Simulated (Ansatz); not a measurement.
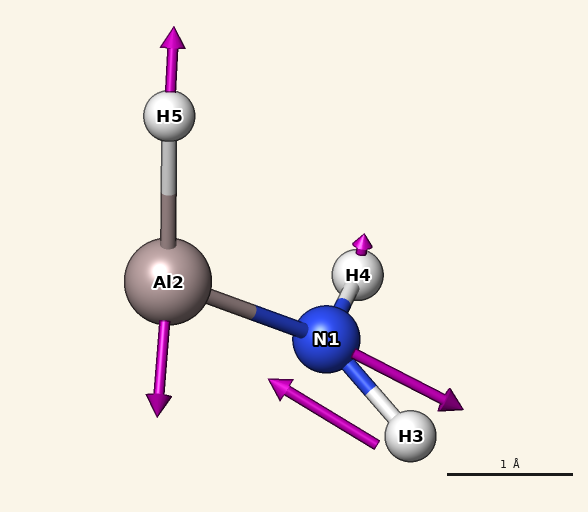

Arrows show the forces on the atoms, 1 Å of arrow for 1 eV/Å; forces under a tenth of the largest aren't drawn. State: neutral, doublet. Level of theory: PBE0-D4/def2-TZVPP (Ansatz 0.2.0).

Question: Which bond do the forces act along most?

Answer: N1–H3, now 1.030 Å: the forces pull its atoms together, so a first step downhill shortens it.

List the force components in the frame of the picture (x right, y up, z towards the viewer), in eV/Å.

| atom | Fx | Fy | Fz |
| --- | --- | --- | --- |
| N1 | 0.89 | −0.46 | −0.17 |
| Al2 | −0.06 | −0.78 | 0.11 |
| H3 | −0.88 | 0.53 | 0.00 |
| H4 | 0.03 | 0.17 | 0.07 |
| H5 | 0.03 | 0.54 | −0.01 |
